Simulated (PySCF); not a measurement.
| atom | x (Å) | y (Å) | z (Å) |
| --- | --- | --- | --- |
| Li | 0.0000 | 0.0000 | -1.2129 |
| C | 0.0000 | 0.0000 | 0.7091 |

These are results of PBE0/jorge-DZP-DKH, spin-free X2C-1e, Gaussian nucleus, at a bond length of 1.922 Å in PySCF, not measurements.

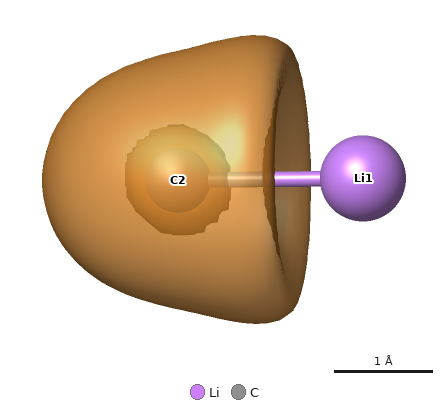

LiC (quartet). Isosurface of the electron localisation function at 0.75 (orange), seen from one side. Only the valence region is drawn (cores and ρ < 0.01 e/Å³ removed).

### Where are the electrons localised?

The ELF exceeds this value in one region wrapped around C (its valence shell). Profiles from the grid: C–Li (1.92 Å): the ELF peaks at about 0.90 in the valence shell of C, 0.6 Å from its nucleus, and is about 0.75 at the midpoint.
